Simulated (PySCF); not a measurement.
# C2H4 (ethylene) at 5 levels

Aim: a comparison of 5 runs (HF/def2-SVP, B3LYP/6-31G*, B3LYP/6-31G**, B3LYP/6-311+G**, CCSD(T)/def2-TZVP) of C2H4 (ethylene). 

The calculation is run with PySCF 2.14.0.

## (1) The system as given

The species is C2H4 (6 atoms), meant as a singlet with charge 0. SMILES: `C=C`. The shape is that of a PBE0-D4/def2-TZVP optimisation.

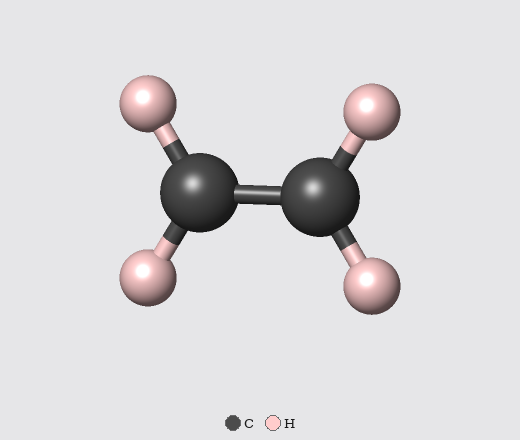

The structure, seen from a chosen angle (carbon dark grey, hydrogen pink).

## (2) Energy and gradient at HF/def2-SVP (run 1)

job.py reads:

```python
from pyscf import gto

mol = gto.M(
    atom='''
C   -0.087440  -0.639940  -0.142820
C    0.087490   0.639940   0.142810
H    0.031980  -1.412740   0.608940
H   -0.357440  -0.969100  -1.140500
H   -0.032090   1.412740  -0.608910
H    0.357510   0.969090   1.140480
''',
    verbose=4,
    basis='def2-svp',
    max_memory=1860,
    spin=0,
)

mf = mol.RHF()
mf.conv_tol = 1e-10
mf.kernel()
if not mf.converged:
    mf = mf.newton().run(mf.mo_coeff, mf.mo_occ)

etot = mf.e_tot
print('Final energy', etot)
grad = mf.nuc_grad_method().kernel()
mf.analyze()
```

The run is started by

```bash
$ OMP_NUM_THREADS=1 python job.py
```

Standard output:

```text
PySCF version 2.14.0

[... 74 lines left out ...]
Two-electron Energy =                   58.686540868379389
[... 11 lines left out ...]
MO #8   energy= -0.379330681559109 occ= 2
[... 9 lines left out ...]
MO #18  energy= 0.701857597395687  occ= 0
[... 9 lines left out ...]
MO #28  energy= 1.49411363509268   occ= 0
[... 9 lines left out ...]
MO #38  energy= 2.36815601857661   occ= 0
[... 9 lines left out ...]
MO #48  energy= 3.71278346904866   occ= 0
[... 57 lines left out ...]
Dipole moment(X, Y, Z, Debye): -0.00010,  0.00001,  0.00002
```

Wall time 1.6 s (1 thread of Intel Xeon at 2.70GHz, shared host); peak memory 0.12 GiB.

## (3) Energy and gradient at B3LYP/6-31G(d) (spherical functions) (run 2)

job.py reads:

```python
# C=C
import pyscf.grad
from pyscf import gto, dft

mol = gto.Mole()
mol.atom = '''
C     -0.087440    -0.639940    -0.142820
C      0.087490     0.639940     0.142810
H      0.031980    -1.412740     0.608940
H     -0.357440    -0.969100    -1.140500
H     -0.032090     1.412740    -0.608910
H      0.357510     0.969090     1.140480
'''
mol.verbose = 4
mol.charge = 0
mol.spin = 0
mol.max_memory = 1860
mol.basis = '6-31g*'
mol.build()

mf = dft.RKS(mol, xc='b3lyp')
mf.conv_tol = 1e-10
mf.grids.level = 5
mf.kernel()
if not mf.converged:
    mf = mf.newton().run(mf.mo_coeff, mf.mo_occ)

etot = mf.e_tot
print(f'total energy: {etot:.8f} hartree')
grad = mf.Gradients().kernel()
dip = mf.dip_moment()
pop, q = mf.mulliken_pop()
```

The run is started by

```bash
$ OMP_NUM_THREADS=1 python job.py
```

Standard output:

```text
PySCF version 2.14.0

[... 68 lines left out ...]
converged SCF energy = -78.585707903115
total energy: -78.58570790 hartree
[... 13 lines left out ...]
Dipole moment(X, Y, Z, Debye): -0.00008,  0.00005,  0.00003
[... 43 lines left out ...]
charge of    5H =      0.14115
```

It took 7.8 s on 1 thread of Intel Xeon at 2.70GHz, shared host; peak memory 0.41 GiB.

Runs 3 to 4 aren't shown in full; the table further down has their settings and results.

## (4) A single-point energy at CCSD(T)/def2-TZVP (run 5)

geometry.xyz reads:

```xyz
6

C     -0.087440    -0.639940    -0.142820
C      0.087490     0.639940     0.142810
H      0.031980    -1.412740     0.608940
H     -0.357440    -0.969100    -1.140500
H     -0.032090     1.412740    -0.608910
H      0.357510     0.969090     1.140480
```

job.py reads:

```python
# C=C
from pyscf import gto, cc

mol = gto.Mole()
mol.atom = 'geometry.xyz'
mol.spin = 0
mol.basis = 'def2-tzvp'
mol.max_memory = 1860
mol.verbose = 4
mol.build()

mf = mol.RHF()
mf.conv_tol = 1e-10
mf.kernel()
if not mf.converged:
    mf = mf.newton().run(mf.mo_coeff, mf.mo_occ)

mycc = cc.CCSD(mf, frozen=2)
mycc.kernel()
e_t = mycc.ccsd_t()
e_tot = mycc.e_tot + e_t
print('E(%s) = %.9f' % ('CCSD(T)', e_tot))
mf.analyze()
```

The run is started by

```bash
$ OMP_NUM_THREADS=1 python job.py
```

Standard output:

```text
PySCF version 2.14.0

[... 96 lines left out ...]
MO #1   energy= -11.2288399969681  occ= 2
[... 16 lines left out ...]
MO #18  energy= 0.401357195090501  occ= 0
[... 16 lines left out ...]
MO #35  energy= 1.33255836684457   occ= 0
[... 16 lines left out ...]
MO #52  energy= 2.61360440987911   occ= 0
[... 16 lines left out ...]
MO #69  energy= 3.49930412746357   occ= 0
[... 16 lines left out ...]
MO #86  energy= 23.6864574963904   occ= 0
[... 95 lines left out ...]
Dipole moment(X, Y, Z, Debye): -0.00011,  0.00001,  0.00003
```

It took 14 s on 1 thread of Intel Xeon at 2.70GHz, shared host; peak memory 0.4 GiB.

## (5) All runs side by side

```
run                                level  integration grid      task  energy (Eh)  dipole moment (D) of the reference  HOMO energy (eV)  LUMO energy (eV)  wall time
  1                          HF/def2-SVP                 –  gradient   -77.977979                                0.00            -10.32              4.55      1.6 s
  2   B3LYP/6-31G* (spherical functions)                 5  gradient   -78.585708                                0.00             -7.29              0.56      7.8 s
  3  B3LYP/6-31G** (spherical functions)                 5  gradient   -78.591894                                0.00             -7.31              0.52       11 s
  4                      B3LYP/6-311+G**                 5  gradient   -78.615471                                0.00             -7.68             -0.26       16 s
  5                    CCSD(T)/def2-TZVP                 –    energy   -78.429207                                0.00            -10.33              3.93       14 s
```

## (6) Results

| quantity | value |
| --- | --- |
| run 5: total energy | -78.42921 Eh |
| run 5: dipole moment (Hartree–Fock density) | 0.00 D |
| run 5: HOMO energy (Hartree–Fock orbitals) | -10.33 eV |
| run 5: LUMO energy (Hartree–Fock orbitals) | 3.93 eV |
| run 5: HOMO–LUMO gap (Hartree–Fock orbitals) | 14.25 eV |
| run 5: correlation energy (2 core orbitals frozen) | -364.1 mEh |
| run 5: (T) correction | -14.21 mEh |
| run 5: T1 diagnostic | 0.011 |

What this shows: Over runs 1, 2, 3, 4 the HOMO–LUMO gap runs from 7.42 eV (B3LYP/6-311+G**) to 14.88 eV (HF/def2-SVP). The two ends differ in method and basis. All runs together took 51 s, the longest 16 s.
